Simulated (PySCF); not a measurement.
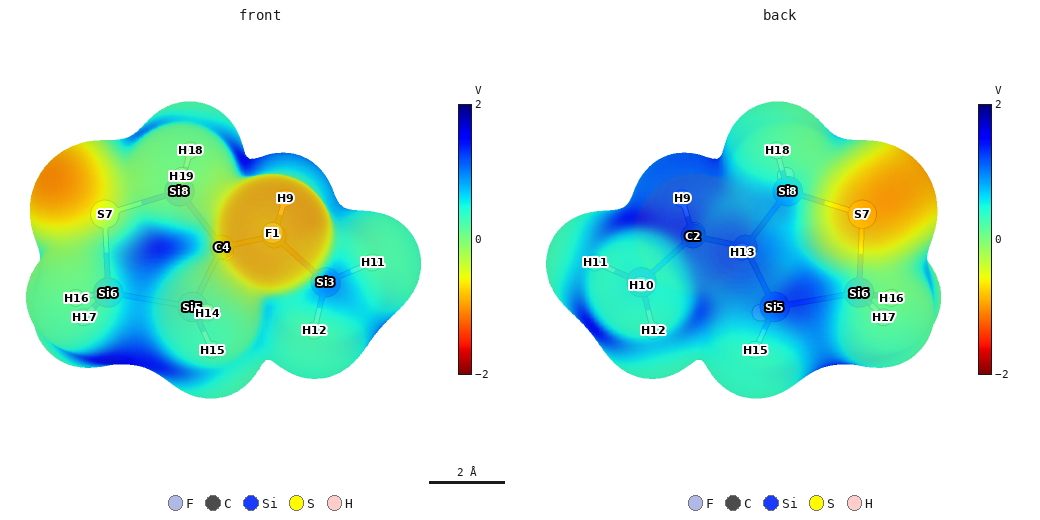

C2H11FSSi4. The molecular electrostatic potential painted on the density surface at 0.002 e/bohr³, seen from the front and from behind; the colour scale runs from red (negative) to blue (positive).

Geometry: GFN2-xTB.

The calculation used PBE0/pcSseg-1, SCF density, gas phase, non-relativistic in PySCF.

```xyz
19

F    -1.4368    1.4848    0.9015
C    -1.4863    0.1083    0.6687
Si   -2.8851   -0.2224   -0.6078
C    -0.0919   -0.3790    0.2993
Si    0.6927    0.4858   -1.2284
Si    2.9573    0.1166   -0.9034
S     3.0634   -0.6406    1.1289
Si    1.0683   -0.2369    1.8143
H    -1.7751   -0.3190    1.6400
H    -2.9122   -1.6685   -0.8348
H    -4.1365    0.2361   -0.0087
H    -2.5863    0.5127   -1.8330
H    -0.1882   -1.4436    0.0603
H     0.3189    1.9019   -1.2221
H     0.1492   -0.1248   -2.4510
H     3.8333    1.2863   -0.9261
H     3.6005   -0.9289   -1.6940
H     0.7764   -1.2646    2.8070
H     1.0284    1.1052    2.3817
```

> Which sites attract a positive test charge, and which a negative one?

A positive charge is drawn to the negative regions and a negative charge to the positive ones. The most negative region (about −1.0 V, or −23 kcal/mol for a unit charge) lies over S7, the most positive (about +1.5 V, or +35 kcal/mol for a unit charge) over Si3, Si6 and Si8.

> What dipole moment does the calculation give?

Its dipole moment is 2.62 D.
